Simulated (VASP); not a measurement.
Energy against volume of AlN (zinc blende). Calculation: PBE GGA, VASP's PBE PAW potentials (set 64) (plane waves; VASP).

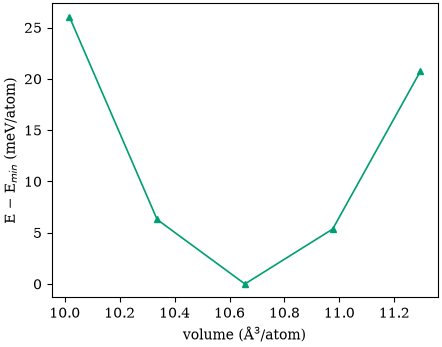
Figure: Energy against volume

### Question
Estimate the equilibrium volume and the bulk modulus.

### Answer
The minimum lies near 10.7 Å³/atom, and the curvature gives B0 of about 190 GPa.

The compound is AlN in the zinc blende structure, a metastable form; wurtzite is the usual one. It was relaxed first.
